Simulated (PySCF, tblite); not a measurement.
# C₄H₁₀BO₂P: geometry, infrared bands and NMR shifts

Aim: predict the infrared bands and NMR shifts of C₄H₁₀BO₂P (`CC1COB(P)OC1`).

The runs use tblite 0.8.0 and PySCF 2.14.0, with density-fitted response routines of our own; the level of theory stands in each step. All values are computed, except where a source is named. Atoms count from 0, in the outputs and in this text.

### Step 1. The starting structure

18 atoms, charge 0, multiplicity 1; geometry from: force field or distance geometry start.

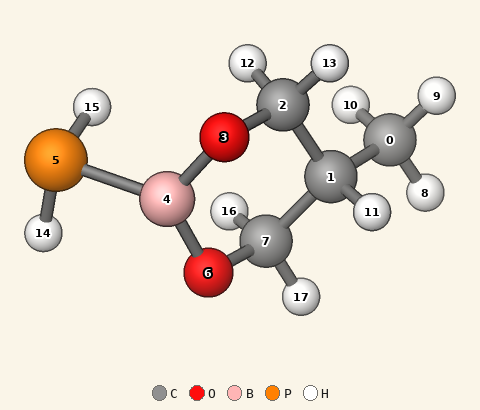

The starting geometry (carbon grey, oxygen red, boron pink, phosphorus orange, hydrogen white), atoms numbered.

### Step 2. Relaxing the molecule with GFN2-xTB

The job: settings as JSON, then the geometry in Å.

```
{"job": {"kind": "relax", "xc": "GFN2-xTB", "basis": "xTB"}, "charge": 0, "multiplicity": 1}
C      1.928700    -1.071400    -0.177800
C      0.911400    -0.134200     0.500000
C      0.689800     1.141200    -0.327500
O     -0.300800     1.994900     0.240600
B     -1.527500     1.189300     0.436000
P     -2.921000     1.256800    -0.914800
O     -1.408300     0.014600     1.299700
C     -0.437500    -0.848400     0.735200
H      2.096000    -1.974600     0.448300
H      2.887800    -0.548600    -0.305600
H      1.540400    -1.388100    -1.174600
H      1.323100     0.153800     1.502500
H      0.398100     0.889200    -1.370500
H      1.637700     1.712500    -0.387200
H     -3.581300     0.063000    -0.436100
H     -2.131300     0.550200    -1.893900
H     -0.824500    -1.284100    -0.220400
H     -0.289600    -1.709700     1.427800
```

The run is started by

```sh
$ OMP_NUM_THREADS=1 python probes_run.py task.json out
```

The driver reads the jobs from task.json and runs them one after another.

Standard output:

```text
step      E/eV     max force
  0    -695.89501    2.634
  1    -696.16388    1.643
  2    -696.30248    1.008
  3    -696.34034    0.593
  4    -696.41846    0.634
  5    -696.45638    0.686
  6    -696.53389    0.708
  7    -696.58433    0.628
  8    -696.63372    0.556
  9    -696.67252    0.538
 10    -696.71431    0.485
 11    -696.75397    0.470
 12    -696.78675    0.501
 13    -696.81253    0.546
 14    -696.84817    0.614
 15    -696.90974    0.774
 16    -696.99064    1.041
 17    -697.06305    1.142
 18    -697.15619    0.959
 19    -697.22436    0.561
 20    -697.26126    0.726
 21    -697.31139    0.475
 22    -697.33874    0.254
 23    -697.35379    0.270
 24    -697.36710    0.247
 25    -697.37217    0.431
 26    -697.37964    0.175
 27    -697.38355    0.169
 28    -697.39109    0.220
 29    -697.39666    0.228
 30    -697.40227    0.174
 31    -697.40521    0.140
 32    -697.40750    0.135
 33    -697.41005    0.172
 34    -697.41359    0.172
 35    -697.41767    0.162
 36    -697.42193    0.186
 37    -697.42645    0.188
 38    -697.43206    0.194
 39    -697.43930    0.202
 40    -697.44761    0.228
 41    -697.45605    0.235
 42    -697.46522    0.217
 43    -697.47672    0.260
 44    -697.49058    0.305
 45    -697.50403    0.289
 46    -697.51296    0.326
 47    -697.52119    0.363
 48    -697.53051    0.255
 49    -697.54341    0.185
 50    -697.55141    0.219
 51    -697.55933    0.220
 52    -697.56494    0.227
 53    -697.57126    0.223
 54    -697.57729    0.206
 55    -697.58207    0.144
 56    -697.58464    0.105
 57    -697.58690    0.099
 58    -697.58898    0.089
 59    -697.59099    0.078
 60    -697.59212    0.064
 61    -697.59279    0.051
 62    -697.59336    0.051
 63    -697.59403    0.064
 64    -697.59482    0.062
 65    -697.59567    0.068
 66    -697.59642    0.052
 67    -697.59697    0.056
 68    -697.59743    0.053
 69    -697.59790    0.052
 70    -697.59838    0.055
 71    -697.59875    0.042
 72    -697.59896    0.030
 73    -697.59909    0.027
 74    -697.59920    0.026
 75    -697.59930    0.023
 76    -697.59940    0.023
 77    -697.59948    0.026
 78    -697.59958    0.024
 79    -697.59969    0.023
 80    -697.59979    0.022
 81    -697.59989    0.023
 82    -697.59999    0.024
 83    -697.60009    0.021
 84    -697.60017    0.017
 85    -697.60024    0.017
 86    -697.60030    0.015
 87    -697.60034    0.014
 88    -697.60036    0.013
 89    -697.60039    0.011
 90    -697.60042    0.013
 91    -697.60046    0.015
 92    -697.60051    0.016
 93    -697.60055    0.015
 94    -697.60059    0.016
 95    -697.60064    0.021
 96    -697.60072    0.025
 97    -697.60084    0.026
 98    -697.60096    0.025
 99    -697.60105    0.027
100    -697.60112    0.030
101    -697.60118    0.025
102    -697.60124    0.017
103    -697.60129    0.017
104    -697.60133    0.016
105    -697.60137    0.018
106    -697.60144    0.023
107    -697.60155    0.027
108    -697.60168    0.025
109    -697.60179    0.021
110    -697.60186    0.024
111    -697.60190    0.015
112    -697.60194    0.012
113    -697.60196    0.007
```

Run time: 0.82 s. Hardware: 1 thread of Arm Neoverse V1, shared host; peak memory 0.18 GiB.

Along the way: (not every step is listed)

```tsv
step	energy from step 0 (eV)	largest force (eV/Å)
0	0.0000	2.6338
1	-0.2689	1.6435
2	-0.4075	1.0081
3	-0.4453	0.5929
4	-0.5235	0.6338
5	-0.5614	0.6859
6	-0.6389	0.7079
7	-0.6893	0.6279
8	-0.7387	0.5558
18	-1.2612	0.9591
28	-1.4961	0.2198
38	-1.5371	0.1941
48	-1.6355	0.2552
58	-1.6940	0.0887
68	-1.7024	0.0530
78	-1.7046	0.0236
88	-1.7054	0.0127
98	-1.7060	0.0253
108	-1.7067	0.0251
109	-1.7068	0.0214
110	-1.7069	0.0237
111	-1.7069	0.0151
112	-1.7069	0.0123
113	-1.7070	0.0068
```

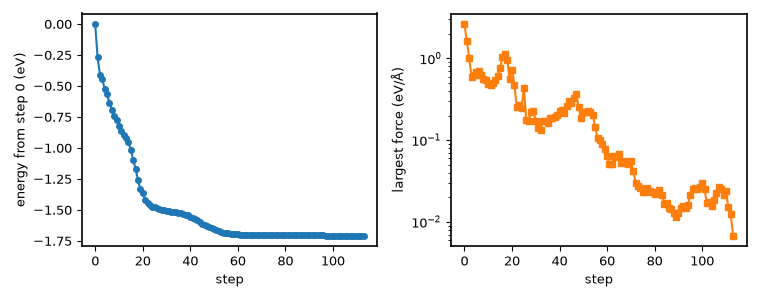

Energy and force, step by step.

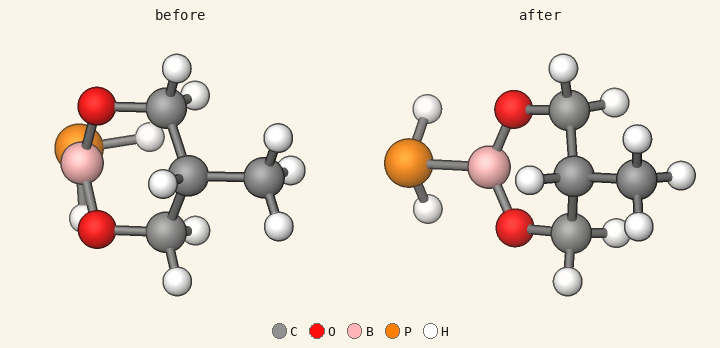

The geometry before (left) and after (right).

Close pairs (by a distance rule), those that changed most:

```tsv
bond	before (Å)	after (Å)	change (Å)
O3–B4	1.481	1.351	-0.129
B4–O6	1.463	1.352	-0.111
P5–H14	1.446	1.381	-0.065
P5–H15	1.443	1.381	-0.062
B4–P5	1.942	1.913	-0.029
C0–H10	1.116	1.088	-0.028
C1–H11	1.121	1.096	-0.025
C0–H8	1.112	1.087	-0.025
```

The final coordinates are the input of the step that follows.

### Step 3. Vibrational analysis with GFN2-xTB

The job: settings as JSON, then the geometry in Å.

```
{"job": {"kind": "ir", "xc": "GFN2-xTB", "basis": "xTB"}, "charge": 0, "multiplicity": 1}
C      2.254153    -0.942306     0.291497
C      0.926127    -0.207271     0.416757
C      0.732024     0.804478    -0.716187
O     -0.545980     1.413849    -0.658825
B     -1.578926     0.758352    -0.085007
P     -3.230088     1.702612     0.116287
O     -1.496241    -0.488466     0.430075
C     -0.258578    -1.177547     0.397522
H      2.371944    -1.648808     1.109241
H      3.081226    -0.237461     0.320776
H      2.301824    -1.489875    -0.647118
H      0.891497     0.342338     1.364427
H      0.837554     0.308441    -1.689478
H      1.469893     1.610420    -0.651742
H     -4.050870     0.645521    -0.223200
H     -3.247866     2.243060    -1.154349
H     -0.228125    -1.794186    -0.509936
H     -0.238330    -1.836836     1.270938
```

Standard output:

```text
mode    cm-1     km/mol
  1      82.6      1.10
  2     102.7     11.43
  3     140.8      0.10
  4     168.2      1.84
  5     201.6      0.05
  6     207.1      1.42
  7     299.4      0.23
  8     322.9      0.91
  9     427.2      5.19
 10     448.3     41.23
 11     468.4     10.28
 12     543.9      6.58
 13     730.5     27.19
 14     748.5      9.35
 15     756.0     17.53
 16     893.6      7.49
 17     904.5      0.71
 18     955.5      0.05
 19     967.6      0.57
 20    1002.8      4.66
 21    1027.7     27.14
 22    1115.8    134.07
 23    1129.3     11.65
 24    1134.1      5.09
 25    1164.7      4.23
 26    1171.4    286.90
 27    1186.7      3.56
 28    1211.9    225.28
 29    1244.1      3.86
 30    1280.0      2.00
 31    1320.2     72.16
 32    1338.9     52.59
 33    1346.8      2.09
 34    1413.4      4.62
 35    1469.9      1.95
 36    1478.6      0.66
 37    1495.7      5.44
 38    1496.4      4.26
 39    2331.8     95.88
 40    2416.3    129.10
 41    2896.1      0.72
 42    2899.7     64.24
 43    2938.7     47.13
 44    2940.6     51.84
 45    2942.8     31.82
 46    3036.0     36.55
 47    3042.1     26.69
 48    3046.9     23.94
```

It took 0.62 s on 1 thread of Arm Neoverse V1, shared host; peak memory 0.18 GiB.

The strongest bands and the atoms that carry them (share of the mass-weighted mode):

```tsv
cm⁻¹	km/mol	atoms
1116	134.1	H15 21 %, H14 21 %, C1 15 %
1171	286.9	B4 29 %, O6 19 %, O3 19 %
1212	225.3	B4 42 %, H12 10 %
1320	72.2	H11 30 %, C1 19 %, H13 14 %, H17 14 %
1339	52.6	H11 23 %, H16 16 %, H12 15 %
2332	95.9	H15 50 %, H14 48 %
2416	129.1	H14 49 %, H15 47 %
2900	64.2	H12 49 %, H16 36 %
```

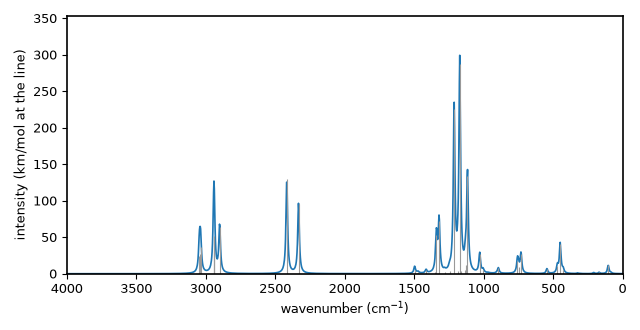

The infrared spectrum from these modes, unscaled. Lines are broadened to a width of 14 cm⁻¹ (Lorentzian).

### Step 4. Nuclear shieldings: PBE0/pcSseg-1

Same as in step 3 but for these lines:

```diff
@@ -1,2 +1,2 @@
-{"job": {"kind": "ir", "xc": "GFN2-xTB", "basis": "xTB"}, "charge": 0, "multiplicity": 1}
+{"job": {"kind": "nmr", "xc": "PBE0", "basis": "pcSseg-1"}, "charge": 0, "multiplicity": 1}
 C      2.254153    -0.942306     0.291497
```

Method: GIAO PBE0/pcSseg-1 NMR shielding, non-relativistic, gas phase.

Standard output:

```text
coarse grid: 15432 points
cycle   1  E = -674.4460267783  dE =  1.113e+00  |g| = 7.631e-01  |ddm| = 3.693e+00
cycle   2  E = -674.3533447504  dE =  9.268e-02  |g| = 1.064e+00  |ddm| = 1.302e+00
cycle   3  E = -674.5528829004  dE = -1.995e-01  |g| = 8.531e-02  |ddm| = 7.982e-01
cycle   4  E = -674.5541841353  dE = -1.301e-03  |g| = 3.428e-02  |ddm| = 8.943e-02
cycle   5  E = -674.5544605688  dE = -2.764e-04  |g| = 6.257e-03  |ddm| = 3.327e-02
cycle   6  E = -674.5544693248  dE = -8.756e-06  |g| = 1.660e-03  |ddm| = 7.460e-03
final grid: 144104 points
cycle   7  E = -674.6232482695  dE = -4.454e-05  |g| = 1.279e-02  |ddm| = 3.495e-02
cycle   8  E = -674.6232188135  dE =  2.946e-05  |g| = 1.808e-02  |ddm| = 2.109e-02
cycle   9  E = -674.6232803626  dE = -6.155e-05  |g| = 1.261e-03  |ddm| = 1.234e-02
cycle  10  E = -674.6232807096  dE = -3.470e-07  |g| = 2.013e-04  |ddm| = 1.388e-03
cycle  11  E = -674.6232807180  dE = -8.406e-09  |g| = 6.269e-05  |ddm| = 2.673e-04
cycle  12  E = -674.6232807188  dE = -7.858e-10  |g| = 2.318e-05  |ddm| = 7.565e-05
converged SCF energy = -674.6232807188

GIAO shielding tensors (ppm)
atom      isotropic    diamagn.    paramagn.     s11        s22        s33       span
  0 C      172.810     245.604     -72.795    163.054    164.153    191.222     28.168
  1 C      150.959     254.248    -103.289    143.856    146.373    162.647     18.792
  2 C      115.034     246.478    -131.444     92.779    102.734    149.588     56.809
  3 O      201.145     394.637    -193.493     87.805    192.090    323.538    235.732
  4 B       68.700     199.081    -130.381     46.596     67.337     92.165     45.569
  5 P      597.108     966.838    -369.729    521.753    629.810    639.763    118.010
  6 O      200.937     394.623    -193.687     87.109    192.340    323.361    236.253
  7 C      115.173     246.593    -131.420     92.857    102.948    149.712     56.855
  8 H       30.656      28.827       1.828     26.016     28.133     37.818     11.803
  9 H       30.649      28.797       1.851     26.015     28.110     37.821     11.807
 10 H       31.243      29.889       1.354     26.927     29.217     37.585     10.658
 11 H       29.817      33.949      -4.131     26.220     28.764     34.468      8.248
 12 H       27.985      31.842      -3.857     23.325     28.238     32.391      9.066
 13 H       27.558      30.709      -3.151     22.654     28.259     31.762      9.108
 14 H       30.511      29.938       0.573     25.216     28.365     37.952     12.736
 15 H       30.500      29.915       0.584     25.211     28.371     37.916     12.705
 16 H       27.981      31.902      -3.921     23.334     28.220     32.390      9.056
 17 H       27.576      30.788      -3.212     22.671     28.299     31.758      9.087
```

Wall time 43 s (1 thread of Arm Neoverse V1, shared host); peak memory 0.86 GiB.

Shifts follow as δ = σ(reference) − σ, with reference shieldings (ppm) from runs at the same level and on the same kind of geometry: 1H TMS 31.72, 13C TMS 186.9, 17O H2O 336.1, 31P H3PO4 318.4, 11B BF3·OEt2 100.1. The references are single molecules in the gas phase, so shifts against H2O, NH3, PH3, H3PO4 or CFCl3 are not on the usual liquid scales and can be off by tens of ppm. Atoms listed in one row are averaged.

```tsv
atoms	environment	σ (ppm)	δ (ppm)	δ scaled to CDCl3
C2, C7	sp3 CH2 bonded to O	115.1	71.8	68.2
C1	sp3 CH in a ring	151.0	36.0	33.2
C0	methyl carbon	172.8	14.1	11.9
H13, H17	hydrogen on an sp3 CH2 bonded to O	27.57	4.15	4.02
H12, H16	hydrogen on an sp3 CH2 bonded to O	27.98	3.73	3.63
H11	hydrogen on an sp3 CH in a ring	29.82	1.90	1.90
H14, H15	hydrogen on a phosphorus bonded to B	30.51	1.21	–
H8, H9, H10	hydrogen on a methyl carbon	30.85	0.87	0.92
O3, O6	oxygen bonded to C, B, in a 6-membered ring	201.0	135.0	–
B4	boron bonded to 2 O, P, in a 6-membered ring	68.7	31.4	–
P5	phosphorus bonded to B, 2 H	597.1	-278.7	–
```

The scaled column applies a straight-line fit of computed shieldings to shifts measured in CDCl3 (root-mean-square error 0.16 ppm for H, 1.9 ppm for C).

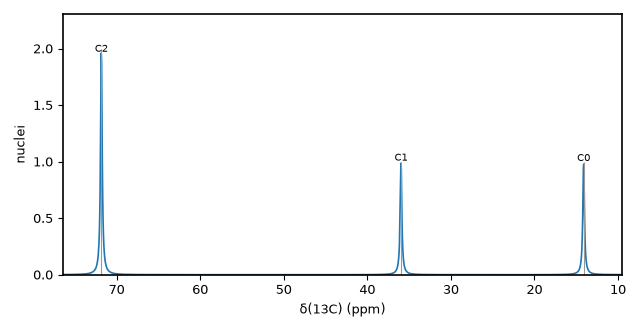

13C lines at the computed shifts, without couplings. Lines are broadened to a width of 0.23 ppm (Lorentzian).

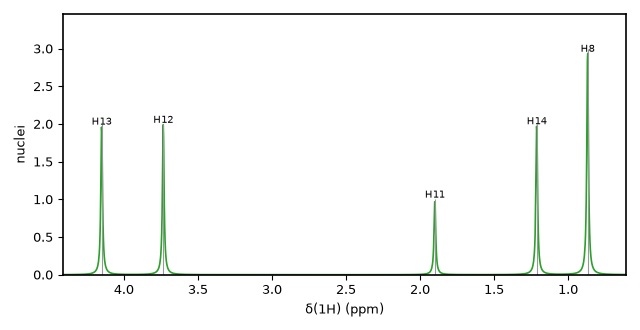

1H lines at the computed shifts, without couplings. Lines are broadened to a width of 0.01 ppm (Lorentzian).

The run also stored atomic charges by several schemes (e):

```tsv
atoms	Mulliken	IAO	Hirshfeld	ESP fit
C0	-0.19	-0.42	-0.11	-0.73
C1	-0.50	-0.13	-0.03	0.35
C2, C7	0.15	-0.06	0.01	-0.09
O3, O6	-0.50	-0.40	-0.18	-0.36
B4	0.48	0.31	0.18	0.50
P5	-0.14	0.04	-0.03	-0.40
```

ESP fit charges:

C0 -0.73; C1 0.35; C2 -0.12; O3 -0.35; B4 0.50; P5 -0.40; O6 -0.37; C7 -0.07; H8 0.18; H9 0.18; H10 0.18; H11 0.04; H12 0.10; H13 0.11; H14 0.10; H15 0.10; H16 0.09; H17 0.09

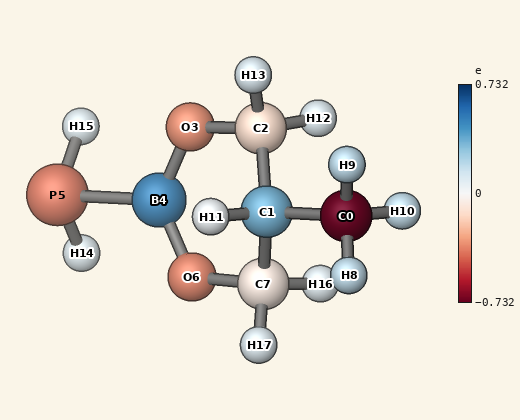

ESP fit charges, as colours on the atoms.

Mayer bond orders: C0–C1 1.04, C1–C2 1.01, C2–O3 0.87, O3–B4 1.16, B4–P5 1.03, B4–O6 1.16, O6–C7 0.87, C7–C1 1.01.

Ring of atoms C1, C2, O3, B4, O6, C7: NICS(0) -1.6, NICS(1) -1.6, NICS(1)zz 1.1 ppm (means of both faces).

Orbitals, density, ELF and potential are computed afterwards from the orbital file.

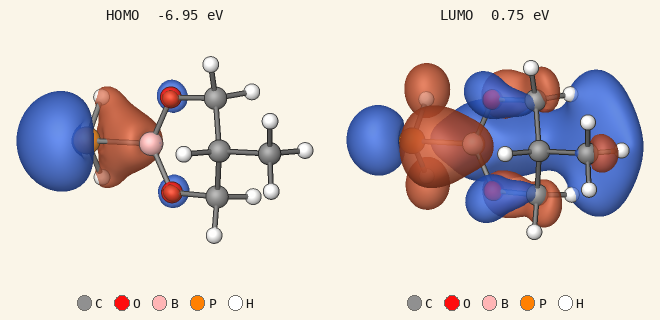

Frontier orbitals at PBE0/pcSseg-1; each surface holds 70 % of the orbital's density, blue and red mark the sign.

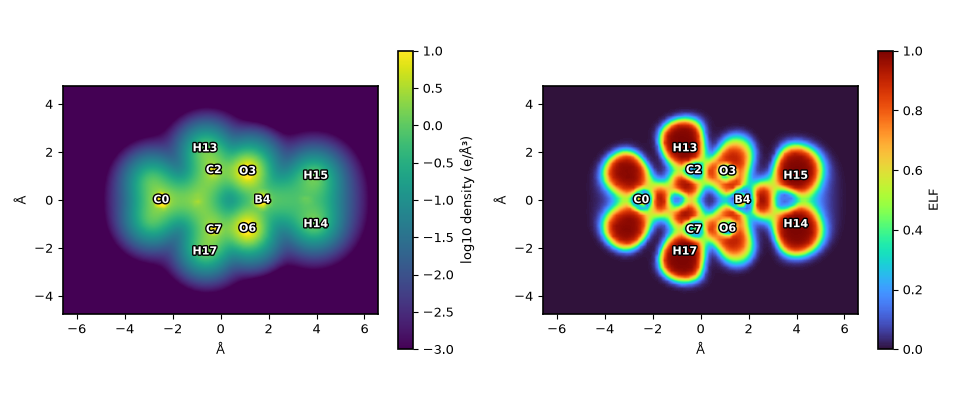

Density (left) and ELF (right) in a plane through or near 10 of the atoms.

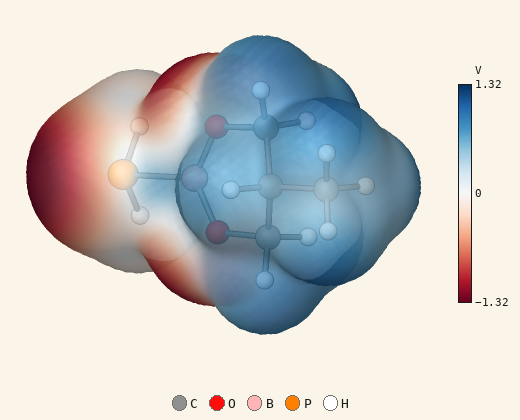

Electrostatic potential on the surface of density 0.002 e/bohr³; red is low, blue high. It runs from -1.32 V near P5 to 1.02 V near H16.

### Step 5. Outcome

| quantity | value |
| --- | --- |
| strongest single infrared mode (GFN2-xTB) | 1171 cm⁻¹, 287 km/mol |
| zero-point energy (GFN2-xTB) | 88.5 kcal/mol |
| 13C shifts against TMS (PBE0/pcSseg-1, means over atoms taken as alike) | 71.8, 36.0, 14.1 ppm |
| 1H shifts against TMS (PBE0/pcSseg-1, means over atoms taken as alike) | 4.15, 3.73, 1.90, 1.21, 0.87 ppm |
| 17O shifts against H2O (PBE0/pcSseg-1, means over atoms taken as alike) | 135.0 ppm |
| 11B shifts against BF3·OEt2 (PBE0/pcSseg-1) | 31.4 ppm |
| 31P shifts against H3PO4 (PBE0/pcSseg-1) | -278.7 ppm |
| surface potential, least and greatest | -1.32 V and 1.02 V |

What this shows: Over 113 steps the energy fell by 1.707 eV; of the close pairs, O3–B4 changed most, 1.481 to 1.351 Å. All 48 modes are real, so the xTB geometry is a minimum. The strongest single mode, at 1171 cm⁻¹, has its largest shares on B4, O6 and O3 (the list is cut at 3 atoms). GFN2-xTB is a fitted tight-binding method: band positions and strengths are rough. Its intensities can rank the bands wrongly. The most deshielded carbon is C2, C7 (mean) (sp3 CH2 bonded to O), at 71.8 ppm: deshielded by the electronegative neighbour. At PBE0/pcSseg-1: Shielding is most anisotropic at O3, O6 (span 236 ppm, paramagnetic term -194 ppm).
